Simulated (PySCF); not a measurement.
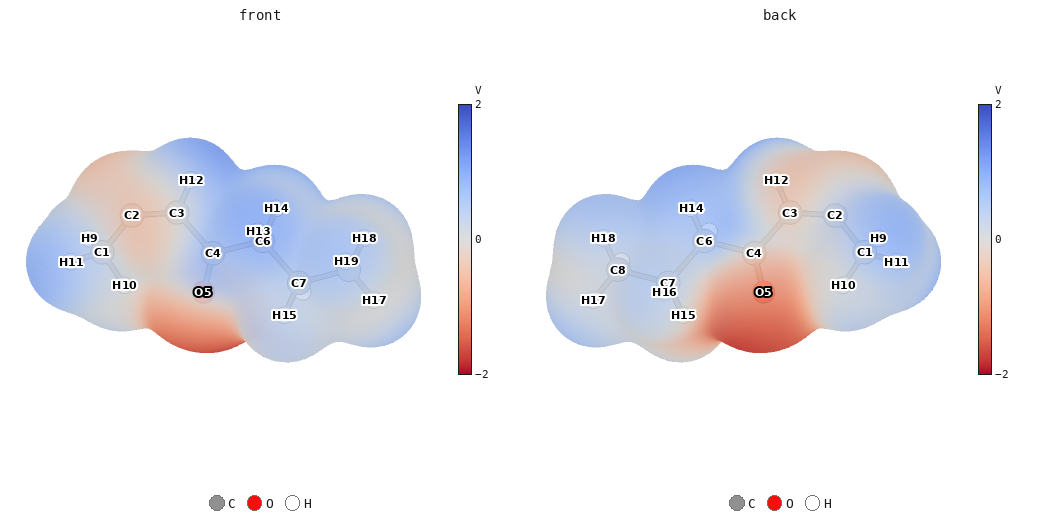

The picture shows: C7H11O (SMILES C/[C]=C\C(=O)CCC) (doublet). The molecular electrostatic potential painted on the density surface at 0.002 e/bohr³, seen from the front and from behind; red is negative and blue positive.

Geometry: GFN2-xTB.

Theory: PySCF, UKS B3LYP, pcH-1 on C H O, non-relativistic, mean-field spin-orbit, GIAO.

| atom | x (Å) | y (Å) | z (Å) |
| --- | --- | --- | --- |
| C | 3.7189 | -0.2072 | -0.1284 |
| C | 2.8032 | -0.5290 | 0.9485 |
| C | 1.5042 | -0.4938 | 1.1162 |
| C | 0.5609 | -0.0397 | 0.0573 |
| O | 0.9075 | 0.3309 | -1.0391 |
| C | -0.8879 | -0.0893 | 0.4975 |
| C | -1.8450 | 0.3791 | -0.5943 |
| C | -3.2941 | 0.3250 | -0.1291 |
| H | 4.2941 | -1.0891 | -0.4110 |
| H | 3.1562 | 0.1506 | -1.0020 |
| H | 4.4167 | 0.5677 | 0.1890 |
| H | 1.0400 | -0.7961 | 2.0444 |
| H | -0.9927 | 0.5348 | 1.3895 |
| H | -1.1173 | -1.1177 | 0.7904 |
| H | -1.5841 | 1.3995 | -0.8813 |
| H | -1.7142 | -0.2513 | -1.4758 |
| H | -3.9592 | 0.6607 | -0.9209 |
| H | -3.5729 | -0.6910 | 0.1435 |
| H | -3.4441 | 0.9651 | 0.7379 |

Q: Which sites attract a positive test charge, and which a negative one?

A: A positive charge is drawn to the negative regions and a negative charge to the positive ones. The most negative region (about −1.7 V) lies over O5, the most positive (about +1.0 V) over H12. O5 is the likeliest acceptor of a hydrogen bond.
